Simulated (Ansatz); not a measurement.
Partial pair distribution functions of a relaxed model of amorphous Hf$_{18}$O$_{39}$Ga$_{2}$, broadened by 0.06 Å; density 8.70 g/cm³. Level of theory: PBE, scalar-relativistic without spin-orbit coupling (plane waves to 420 eV, PAW; Ansatz, an electronic-structure program).

The cell was made by melting and quenching with the CHGNet potential and then relaxed with DFT. O atoms were pushed apart under 1.9 Å during the dynamics, to hinder bonds among them. The hot cell started wider than the set density and was brought back towards it in steps. It is the lowest in DFT energy of 2 quenches. It is a model cell: composition and starting density were chosen by hand, and all elements were melted together. No dispersion term was used. Its density started from a set value of 8.70 and ended at 8.70 g/cm³. Cooling (nominally 300 K/ps over its main leg) ran many orders faster than in experiment, which tends to leave more defects and strain. One small periodic cell is one sample of the glass; other quenches scatter about these values. The volume was held where the preparation left it, at a PBE pressure of -0.4 GPa (tension). Stress components on the final sampling reach 2.2 GPa.

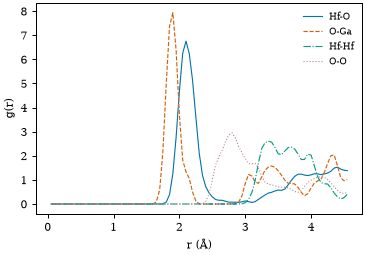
Figure. Partial pair distribution functions

Highest peaks under 4.5 Å: Hf-O near 2.10 Å, O-Ga near 1.90 Å, Hf-Hf near 3.35 Å, O-O near 2.80 Å; pairs of few atoms are noisy.

Within 2.72 Å each Hf has 6.28 O neighbours on average.
